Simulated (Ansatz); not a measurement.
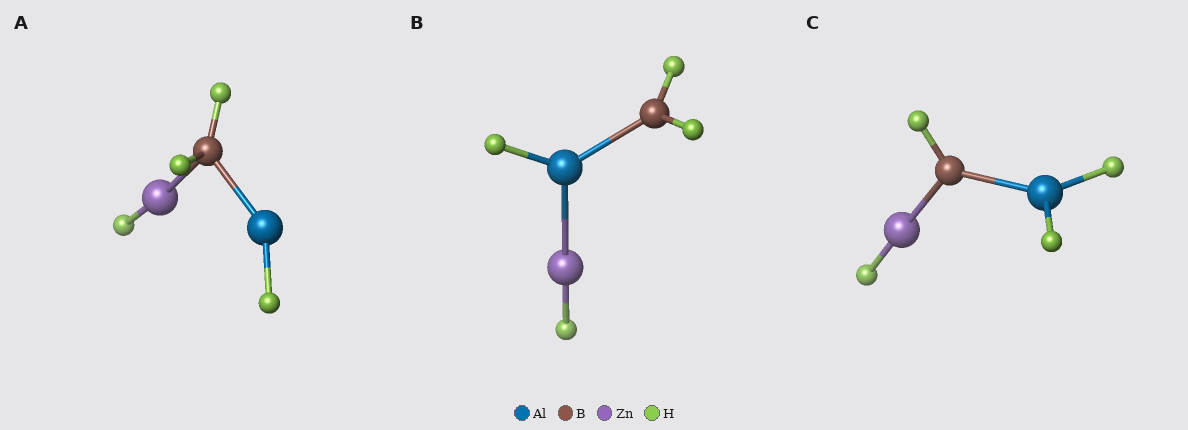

3 stationary structures of one formula. Geometries: PBE0-D4/def2-TZVP. Electronic energies: RHF-CCSD(T) (frozen core) with 3s3p of Cu, Zn/def2-TZVPP (Ansatz 0.2.0), without zero-point energy. No frequency run is at hand to confirm each as a minimum. Each is one conformer, not always the lowest.

Question: Which structure is the most stable?

Answer: A is lowest (C1); B lies 7.6 kcal/mol above it (Cs), C lies 15.7 kcal/mol above it (Cs).
